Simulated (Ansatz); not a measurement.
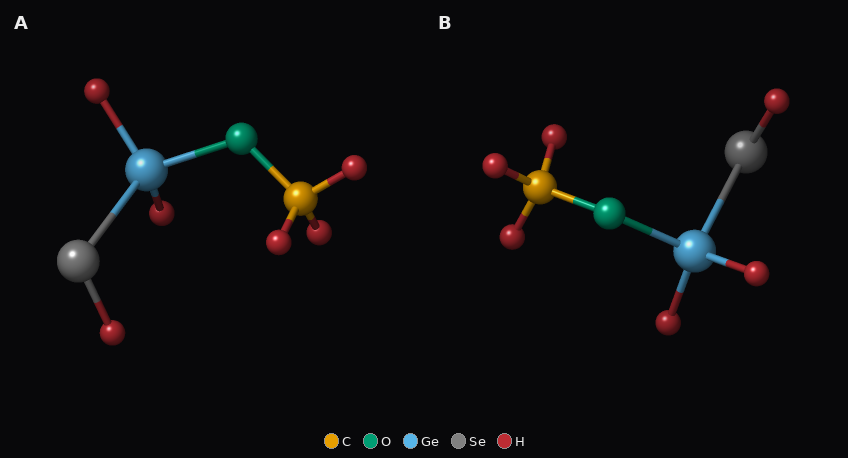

2 stationary structures of one formula. Geometries: PBE0-D4/def2-TZVP. Electronic energies: CCSD(T)/CBS (MP2 limit from def2-TZVPP and def2-QZVPP plus CCSD(T) − MP2) (Ansatz 0.2.0), without zero-point energy. No frequency run is at hand to confirm each as a minimum.

How are they related?

They are conformers of CH6GeOSe: `C[O][GeH2][SeH]`.

Which structure is the most stable?

B is lowest; A lies 1.5 kJ/mol above it.
